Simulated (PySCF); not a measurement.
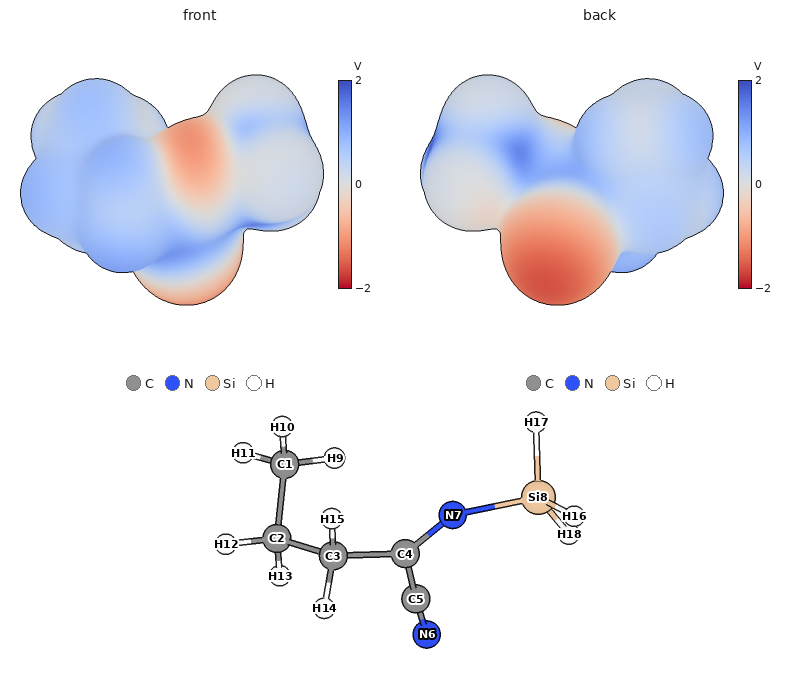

Figure 1: C5H10N2Si (SMILES CCC/C(C#N)=N/[SiH3]). The molecular electrostatic potential painted on the density surface at 0.002 e/bohr³, seen from the front and from behind; the colour scale runs from red (negative) to blue (positive). The bare structure is drawn below in the same view.

Geometry: GFN2-xTB.

All numbers below come from CAM-B3LYP/def2-SVPD, SCF density, gas phase in PySCF 2.14.0.

Input

```
{"job": {"kind": "uv", "xc": "CAM-B3LYP", "basis": "def2-SVPD", "nstates": 8, "ntriplets": 3}, "charge": 0, "multiplicity": 1}
C     -1.991928     0.908922    -0.471812
C     -1.895929    -0.586323    -0.194992
C     -0.752457    -0.911809     0.772963
C      0.584875    -0.540872     0.199405
C      0.900825    -1.148866    -1.060847
N      1.196292    -1.619626    -2.063550
N      1.369674     0.244575     0.789938
Si     2.924493     0.909410     0.477234
H     -1.082116     1.272088    -0.945428
H     -2.138329     1.460988     0.453986
H     -2.828844     1.118164    -1.133599
H     -2.832262    -0.937602     0.243435
H     -1.742981    -1.124031    -1.134053
H     -0.751551    -1.986658     0.978460
H     -0.880548    -0.373442     1.713255
H      3.686265     0.454265     1.636993
H      2.636953     2.341481     0.497378
H      3.588809     0.525653    -0.770424
```

Launched as:

```sh
OMP_NUM_THREADS=1 python probes_run.py task.json out
```

Describe the electrostatic potential map.

The most negative region (about −1.6 V) lies over N6, the most positive (about +1.5 V) over Si8. N6 is the likeliest acceptor of a hydrogen bond.

How polar is the molecule by this calculation?

Its dipole moment is 2.42 D.
